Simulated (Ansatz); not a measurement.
Input file:

```
crystal:
  periodic: [false, false, false]
  atoms:
    - {symbol: O, position_ang: [-1.624463, 1.395423, -0.204011]}
    - {symbol: Ge, position_ang: [0.003233, 0.714583, 0.146803]}
    - {symbol: Si, position_ang: [-0.368119, -0.790432, 1.954952]}
    - {symbol: Si, position_ang: [0.865820, -0.332731, -1.823893]}
    - {symbol: H, position_ang: [-1.592401, 2.090046, -0.865655]}
    - {symbol: H, position_ang: [0.942310, 1.873927, 0.567754]}
    - {symbol: H, position_ang: [0.932052, -1.408244, 2.330864]}
    - {symbol: H, position_ang: [-1.306022, -1.861223, 1.530093]}
    - {symbol: H, position_ang: [-0.927194, -0.074015, 3.130045]}
    - {symbol: H, position_ang: [0.867370, 0.633804, -2.955972]}
    - {symbol: H, position_ang: [0.024503, -1.501428, -2.192038]}
    - {symbol: H, position_ang: [2.259913, -0.794513, -1.584942]}
basis:
  gaussian: {orbitals: def2-TZVPP}
hamiltonian: {xc: pbe0, dispersion: d4}
output: {orbitals: {seedname: orbitals}}
```

Run with:

```sh
ansatz run in.yaml --threads 4 --pin off --events-out ev --progress --plain --max-ram 10444MiB
```

Geometry: PBE0-D4/def2-TZVP.

Level of theory: RKS PBE0-D4/def2-TZVPP (Ansatz).

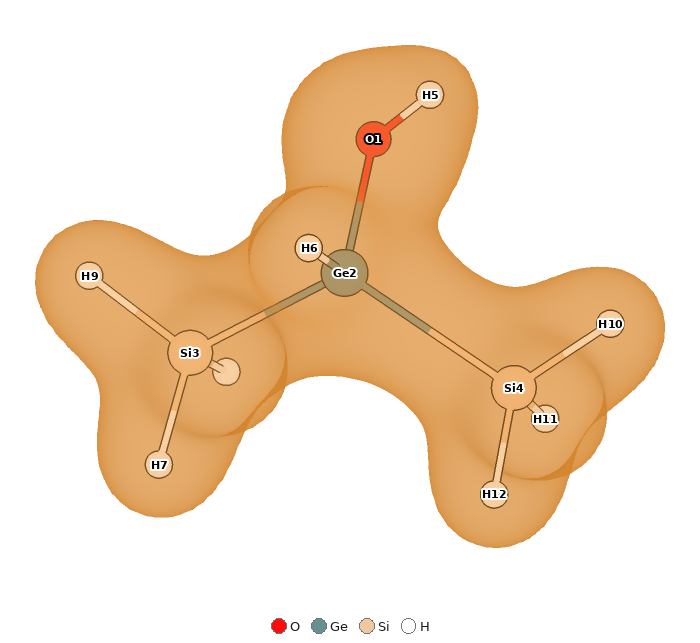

GeH8OSi2 (SMILES [OH][GeH]([SiH3])[SiH3]). Isosurface of the total electron density at 0.2 e/Å³ (orange), seen at a tilt.

Question: What does this surface tell about the bonding?

Answer: At this value the surface is in one piece. It bridges the sampled Ge–O (1.80 Å), Si–Ge (2.38 Å), O–H (0.96 Å) and Si–H (1.49 Å) contacts, where the density stays above the isovalue. On the grid the lowest density along these lines, outside the cores, is 0.92 e/Å³ (Ge–O, 1.80 Å), 0.61 e/Å³ (Si–Ge, 2.38 Å), 2.4 e/Å³ (O–H, 0.96 Å) and 0.8 e/Å³ (Si–H, 1.49 Å).
